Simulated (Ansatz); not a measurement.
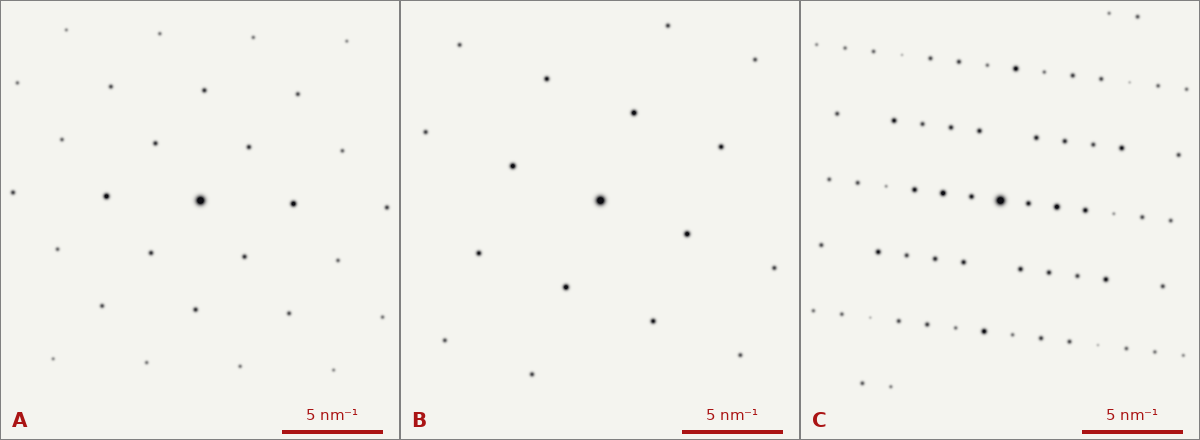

Computed electron diffraction patterns, 120 kV, single scattering only, B = 0.5 Å².

All three come from TaCN, space group P4/nmm (No. 129), a = 3.02 Å, c = 6.98 Å. Structure: the end point of a relaxation with Ansatz 0.2.0, DFT, PAW plane waves, r2scan; the starting structure was generated, so it need not be a known form of this composition.

Question: Assign the zone axes [001], [100], [111] to A, B and C.

Answer: A is [111]: centred rectangular net of -1 0 1 at d = 2.77 Å and 0 -1 1 at d = 2.77 Å, at 80.9°. B is [001]: square net of 1 -1 0 at d = 2.14 Å and 1 1 0 at d = 2.14 Å, at 90.0°. C is [100]: rectangular net of 0 0 1 at d = 6.98 Å and 0 1 0 (itself extinct) at d = 3.02 Å, at 90.0°.
